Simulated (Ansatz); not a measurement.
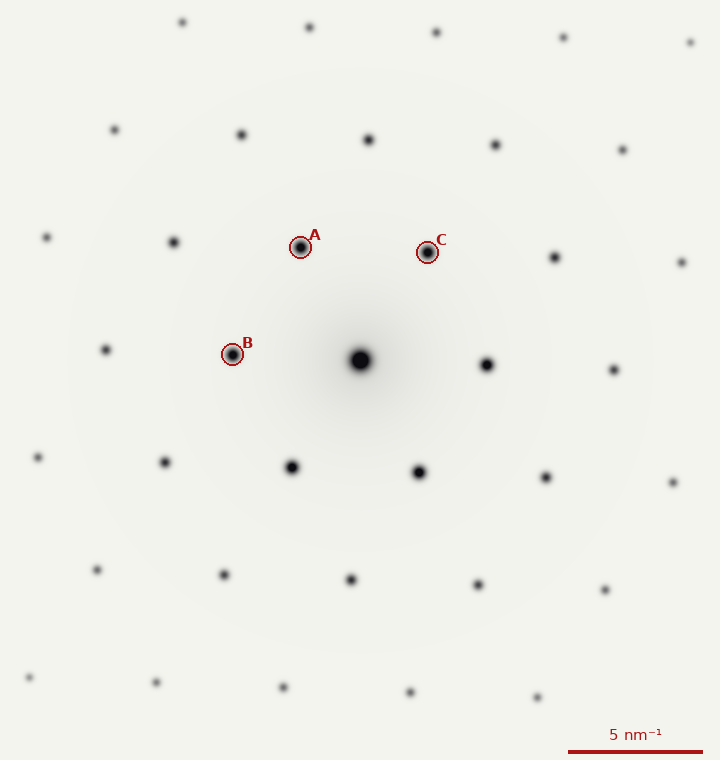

The pattern is a kinematic simulation for 200 kV electrons (no multiple scattering; isotropic B = 0.5 Å²). The zone axis points towards the electron source and the pattern is seen from the source side.

Crystal: Sr, space group Fm-3m (No. 225), a = 5.93 Å. Structure: the input geometry of an electronic-structure calculation (not necessarily at equilibrium).

Spot A is indexed -2 2 0 and spot B -2 0 2.

### Give hkl for C.

C = A − B = 0 2 -2 (d = 2.098 Å).

### Which zone axis is this?

The cross product of A and B is parallel to [111]; every spot obeys hu + kv + lw = 0.

### What are the spacings of A and B and the angle between them?

d(A) = 2.098 Å, d(B) = 2.098 Å, and the angle is 60.0°.
